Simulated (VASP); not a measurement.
Band structure of NaI (rock salt). Method: AM05 GGA, VASP's PBE PAW potentials (set 64) (plane waves; VASP).

Unless said otherwise, spin-orbit coupling is left out, though it shifts the bands of the heavy elements here.

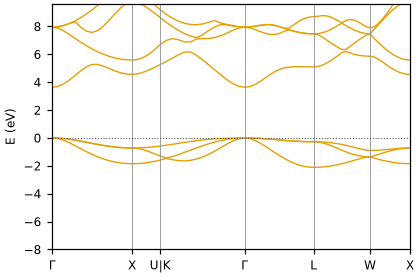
*Bands along high-symmetry lines, zero at the valence-band maximum or, without a gap, the Fermi level*

Read the plot: is there a gap, and where are the band edges?

The gap is direct, 3.63 eV, from the valence maximum at Γ to the conduction minimum at Γ. (Edges off the drawn lines would not show.)

Measured: gap 5.90 eV (computed value off by -2.27 eV), as given by Abedi et al., (2022), arXiv:2211.14644.

The compound is NaI in the rock salt structure. It was relaxed first.
